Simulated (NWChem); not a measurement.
# One shape, several levels: C4H7F (SMILES C/C=C/CF)

Wanted: a comparison of 3 runs (HF/def2-SVP, PBE/STO-3G, PBE0/def2-SVP) of C4H7F. 

Program for the calculation: NWChem 7.3.0.

## (1) The system as given

C4H7F: 12 atoms, total charge 0, spin state singlet. SMILES: `C/C=C/CF`. The shape is that of a PBE0-D4/def2-TZVP optimisation. This is a higher conformer, about 13 kJ/mol above the lowest found by a separate search.

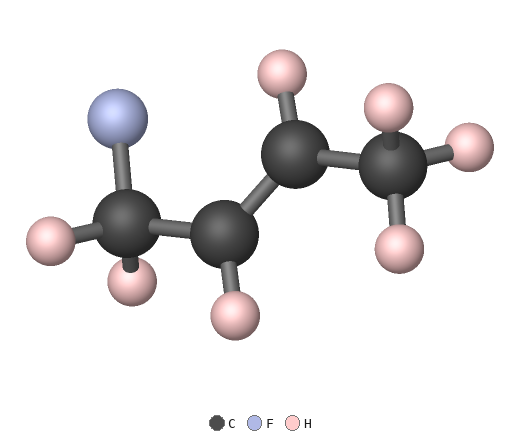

Viewed from a chosen angle; carbon dark grey, fluorine light blue, hydrogen pink.

## (2) Energy and forces at HF/def2-SVP (run 1)

File mymol.nw:

```
start mymol
title "C4H7F"
memory stack 880 mb heap 220 mb global 1100 mb

geometry units atomic noautosym nocenter noautoz
  C    1.29899774   3.03093173   1.64462865
  C   -0.31180481   0.88476977   0.79689751
  C    0.41082646  -0.89270662  -0.81220429
  C   -1.18466931  -3.04132522  -1.66881714
  F   -3.55495279  -2.99011365  -0.58864969
  H    3.16850379   2.97178330   0.77403182
  H    0.42405454   4.84525778   1.17484273
  H    1.54163857   3.00919988   3.69876094
  H   -2.21457005   0.78612607   1.56393734
  H    2.30357615  -0.85453415  -1.61892837
  H   -0.30613563  -4.85281669  -1.17333095
  H   -1.42976679  -3.00069611  -3.72710684
end

basis spherical bse
  * library def2-SVP
end

scf
  singlet
  rhf
  thresh 1e-08
  maxiter 80
end

task scf gradient
```

The run is started by

```bash
nwchem mymol.nw > mymol.out
```

The program printed:

```text
[...]
  functions       =   105
[...]
  wavefunction    = RHF
[...]
         Total SCF energy =   -254.768155554071
      One-electron energy =   -684.362987920878
      Two-electron energy =    259.942690641683
 Nuclear repulsion energy =    169.652141725124
        Time for solution =     12.5s
[...]
                         RHF ENERGY GRADIENTS
    atom               coordinates                        gradient
                 x          y          z           x          y          z
   1 C       1.298998   3.030932   1.644629   -0.003864  -0.006547  -0.003156
   2 C      -0.311805   0.884770   0.796898    0.002911   0.007938   0.004521
   3 C       0.410826  -0.892707  -0.812204   -0.001025  -0.007296  -0.004826
   4 C      -1.184669  -3.041325  -1.668817    0.013459   0.008631   0.000253
   5 F      -3.554953  -2.990114  -0.588650   -0.013679  -0.000394   0.005739
   6 H       3.168504   2.971783   0.774032    0.000785  -0.000374  -0.000613
   7 H       0.424055   4.845258   1.174843   -0.000440   0.000960   0.000195
   8 H       1.541639   3.009200   3.698761   -0.000066   0.000353   0.001059
   9 H      -2.214570   0.786126   1.563937   -0.001687  -0.000173   0.000607
  10 H       2.303576  -0.854534  -1.618928    0.001460   0.000221  -0.000483
  11 H      -0.306136  -4.852817  -1.173331    0.002103  -0.003352   0.000680
[...]
```

Wall time 15 s (1 thread of AMD EPYC 9R45 (Zen 5), shared host); peak memory 0.1 GiB.

## (3) Energy and gradient at PBE/STO-3G (run 2)

File a.nw:

```
start a
title "C4H7F gradient"
memory 2200 mb

geometry units au noautosym nocenter noautoz
   C      1.29899774     3.03093173     1.64462865
   C     -0.31180481     0.88476977     0.79689751
   C      0.41082646    -0.89270662    -0.81220429
   C     -1.18466931    -3.04132522    -1.66881714
   F     -3.55495279    -2.99011365    -0.58864969
   H      3.16850379     2.97178330     0.77403182
   H      0.42405454     4.84525778     1.17484273
   H      1.54163857     3.00919988     3.69876094
   H     -2.21457005     0.78612607     1.56393734
   H      2.30357615    -0.85453415    -1.61892837
   H     -0.30613563    -4.85281669    -1.17333095
   H     -1.42976679    -3.00069611    -3.72710684
end

basis spherical bse
   * library STO-3G
end

dft
   xc xpbe96 cpbe96
   grid xfine
   convergence energy 1e-08
   iterations 100
   mulliken
   noprint "final vectors analysis"
end

task dft gradient
```

The run is started by

```bash
nwchem a.nw > a.out
```

The program printed:

```text
[...]
          Wavefunction type:  closed shell.
          No. of atoms     :    12
          No. of electrons :    40
[...]
          Charge           :     0
          Spin multiplicity:     1
[...]
          AO basis - number of functions:    32
[...]
              XC Information
              --------------
          PerdewBurkeErnzerhof Exchange Functional  1.000
            Perdew 1991 LDA Correlation Functional  1.000 local
           PerdewBurkeErnz. Correlation Functional  1.000 non-local
[...]
 d= 0,ls=0.0,diis     1   -252.6730405687 -4.22D+02  5.88D-02  6.33D-01     1.8
[...]
 d= 0,ls=0.0,diis    10   -252.7812853179 -7.72D-10  8.22D-07  7.69D-10    11.8
         Total DFT energy =     -252.781285317874
      One electron energy =     -682.815939425044
           Coulomb energy =      294.952718452599
    Exchange-Corr. energy =      -34.570206070553
 Nuclear repulsion energy =      169.652141725124
[...]
      Total Density - Mulliken Population Analysis
     ---------------------------------------------
    Atom       Charge   Shell Charges
 -----------   ------   -------------------------------------------------------
    1 C    6     6.25   1.99  1.20  3.06
    2 C    6     6.09   1.99  1.15  2.94
    3 C    6     6.10   1.99  1.15  2.96
    4 C    6     6.06   1.99  1.19  2.88
    5 F    9     9.09   2.00  1.95  5.14
    6 H    1     0.91   0.91
    7 H    1     0.91   0.91
    8 H    1     0.91   0.91
    9 H    1     0.92   0.92
   10 H    1     0.92   0.92
[...]
  wavefunction    = closed shell
[...]
```

Run time: 15 s. Hardware: 1 thread of AMD EPYC 9R45 (Zen 5), shared host; peak memory 0.15 GiB.

## (4) Energy and forces at PBE0/def2-SVP (run 3)

File mymol.xyz:

```xyz
12

C      0.687400     1.603900     0.870300
C     -0.165000     0.468200     0.421700
C      0.217400    -0.472400    -0.429800
C     -0.626900    -1.609400    -0.883100
F     -1.881200    -1.582300    -0.311500
H      1.676700     1.572600     0.409600
H      0.224400     2.564000     0.621700
H      0.815800     1.592400     1.957300
H     -1.171900     0.416000     0.827600
H      1.219000    -0.452200    -0.856700
H     -0.162000    -2.568000    -0.620900
H     -0.756600    -1.587900    -1.972300
```

File mymol.nw:

```
START mymol
memory total 2200 mb
GEOMETRY units angstrom noautosym nocenter noautoz
load mymol.xyz
END
BASIS spherical bse
* library def2-SVP
END
DFT
xc pbe0
grid fine
convergence energy 1e-08
maxiter 100
mulliken
print medium
END
TASK dft gradient
```

The run is started by

```bash
nwchem mymol.nw > mymol.out
```

The program printed:

```text
[...]
          Wavefunction type:  closed shell.
          No. of atoms     :    12
          No. of electrons :    40
[...]
          Charge           :     0
          Spin multiplicity:     1
[...]
          AO basis - number of functions:   105
[...]
              XC Information
              --------------
                         PBE0 Method XC Functional
                     Hartree-Fock (Exact) Exchange  0.250
          PerdewBurkeErnzerhof Exchange Functional  0.750
            Perdew 1991 LDA Correlation Functional  1.000 local
           PerdewBurkeErnz. Correlation Functional  1.000 non-local
[...]
 d= 0,ls=0.0,diis     1   -255.9123447645 -4.26D+02  1.03D-02  5.20D-01     2.0
[...]
 d= 0,ls=0.0,diis     8   -255.9743745536 -2.12D-09  4.71D-06  3.68D-07    13.6
         Total DFT energy =     -255.974374553553
      One electron energy =     -684.877126063885
           Coulomb energy =      293.714538928897
    Exchange-Corr. energy =      -34.463941410831
 Nuclear repulsion energy =      169.652153992265
[...]
      Total Density - Mulliken Population Analysis
     ---------------------------------------------
    Atom       Charge   Shell Charges
 -----------   ------   -------------------------------------------------------
    1 C    6     6.02   1.99  0.89  0.11  2.13  0.87  0.03
    2 C    6     6.11   1.99  0.91  0.28  2.07  0.84  0.04
    3 C    6     6.19   1.99  0.91  0.26  2.09  0.91  0.03
    4 C    6     5.68   1.99  0.92  0.06  2.03  0.61  0.07
    5 F    9     9.28   1.99  1.13  0.80  3.34  2.01  0.01
    6 H    1     0.96   0.74  0.20  0.02
    7 H    1     0.95   0.74  0.18  0.02
    8 H    1     0.95   0.74  0.18  0.02
    9 H    1     0.96   0.74  0.19  0.02
   10 H    1     0.97   0.75  0.20  0.02
[...]
  wavefunction    = closed shell
[...]
```

Wall time 18 s (1 thread of AMD EPYC 9R45 (Zen 5), shared host); peak memory 0.12 GiB.

## (5) Overview of the runs

| run | level | iteration cap | module | energy (Eh) | dipole moment (D) | HOMO energy (eV) | LUMO energy (eV) | wall time |
| --- | --- | --- | --- | --- | --- | --- | --- | --- |
| 1 | HF/def2-SVP | 80 | scf | -254.768156 | 1.91 | -9.71 | 4.73 | 15 s |
| 2 | PBE/STO-3G | 100 | dft | -252.781285 | 0.79 | – | – | 15 s |
| 3 | PBE0/def2-SVP | 100 | dft | -255.974375 | 1.61 | -7.13 | 0.68 | 18 s |

## (6) Summary of results

| quantity | value |
| --- | --- |
| run 3: total energy | -255.97437 Eh |
| run 3: dipole moment | 1.61 D |
| run 3: HOMO energy | -7.13 eV |
| run 3: LUMO energy | 0.68 eV |
| run 3: HOMO–LUMO gap | 7.81 eV |
| run 3: largest force on an atom | 0.652 eV/Å |

In words: The dipole moment (its size) runs from 0.79 D (PBE/STO-3G) to 1.91 D (HF/def2-SVP). The two ends differ in method and basis. Totals of different functionals can't be ranked against each other. In run 2 the basis is minimal, so the values are rough. All runs together took 48 s, the longest 18 s.
